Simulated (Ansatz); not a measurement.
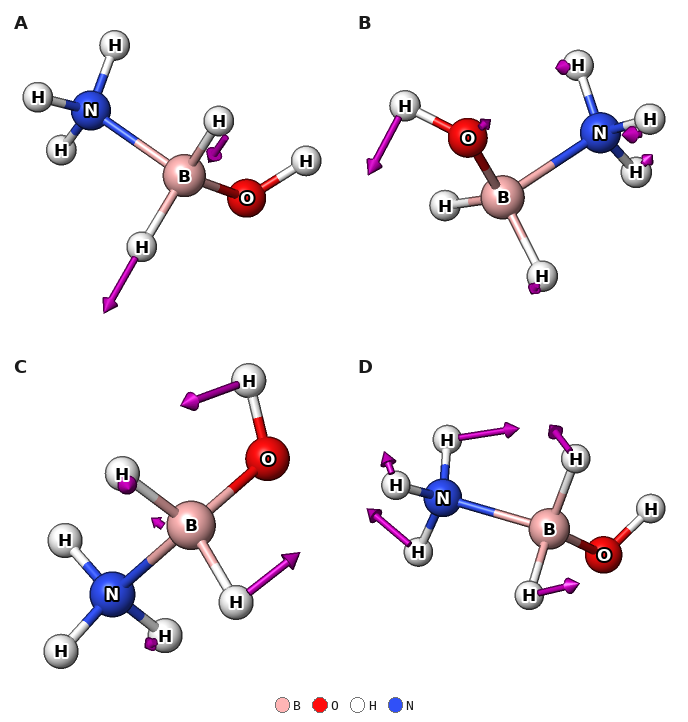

4 normal modes of one molecule or complex, as arrows. Harmonic vibrations computed with RKS PBE0-D4/def2-TZVP (Ansatz 0.2.0) at a stationary point of the same level.

### Match the panels to the wavenumbers 260 cm⁻¹, 627 cm⁻¹, 1136 cm⁻¹, 2449 cm⁻¹.

A: 2449 cm⁻¹, out-of-phase stretching of 2 B–H bonds
B: 260 cm⁻¹
C: 1136 cm⁻¹, angle bending
D: 627 cm⁻¹, B–N–H bending
